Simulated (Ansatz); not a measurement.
Input

```
crystal:
  lattice:
    - [5.3755751905, 0.0, 0.0]
    - [0.0, 5.3755751905, 0.0]
    - [0.0, 0.0, 6.3855936471]
  atoms:
    - { symbol: Ta, position: [0.5, 0.5, 0.0] }
    - { symbol: Ta, position: [0.0, 0.0, 0.0] }
    - { symbol: Al, position: [0.6888695697, 0.8111304303, 0.2998103881] }
    - { symbol: Al, position: [0.8111304303, 0.3111304303, 0.2998103881] }
    - { symbol: Al, position: [0.1888695697, 0.3111304303, 0.7001896119] }
    - { symbol: Al, position: [0.8111304303, 0.6888695697, 0.7001896119] }
    - { symbol: Al, position: [0.6888695697, 0.1888695697, 0.7001896119] }
    - { symbol: Al, position: [0.3111304303, 0.8111304303, 0.7001896119] }
    - { symbol: Al, position: [0.3111304303, 0.1888695697, 0.2998103881] }
    - { symbol: Al, position: [0.1888695697, 0.6888695697, 0.2998103881] }
basis:
  ecutwfc: 420
kpoints:
  mp_grid: { grid: [8, 8, 6] }
hamiltonian:
  xc: pbe
scf:
  occupations: { method: gaussian, width: 0.1 }
output:
  forces: true
  stress: true
  eigenvalues: true
  write_density: true
  write_potential: true
  elf: true
  volumetric_format: npy
relax:
  adjacent_minimum: "off"
  f_tol: 0.01
  max_steps: 80
  cell: { stress_tol: 0.05 }
```

Command:

```sh
ansatz run input.yaml --threads 1 --pin off --max-ram 2560MiB --backend cpu --events-out ev --progress --plain --runs-dir out
```

Below, planes, directions and counts refer to the conventional cell (a = 5.39 Å, b = 5.39 Å, c = 6.38 Å, α = 90.00°, β = 90.00°, γ = 90.00°).

The fields are those of the run's last geometry, not of the input's.

Space group P4/nbm; a structure generated by program, which may or may not match a known phase.

Level of theory: Ansatz 0.2.0, DFT PBE, scalar-relativistic, plane waves, PAW.

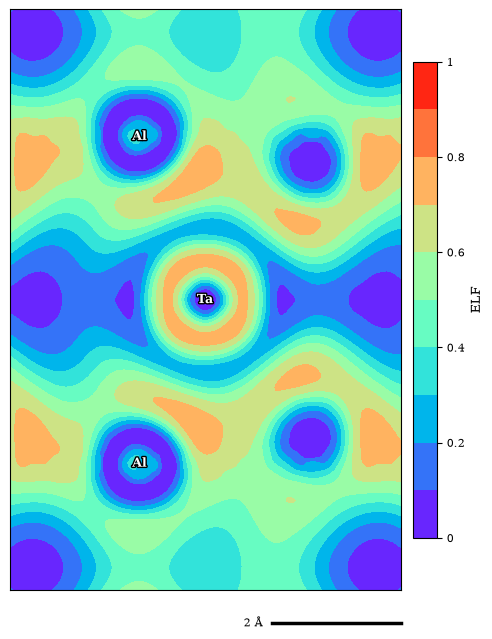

TaAl₄. ELF on the (101) plane of the conventional cell.

Core electrons are frozen (PAW), and the valence fields are smoothed inside the atomic spheres.

Describe what can be read from this map.

- Atoms in the plane: Ta and Al.
- Atoms just off the plane (Al, 0.5 Å away) can leave unmarked features too.
- Ta–Al (2.74 Å): the ELF is about 0.45 at the midpoint.
- The features right at Ta lie inside the PAW spheres, where the map follows smoothed inner orbitals and isn't to be read closely.
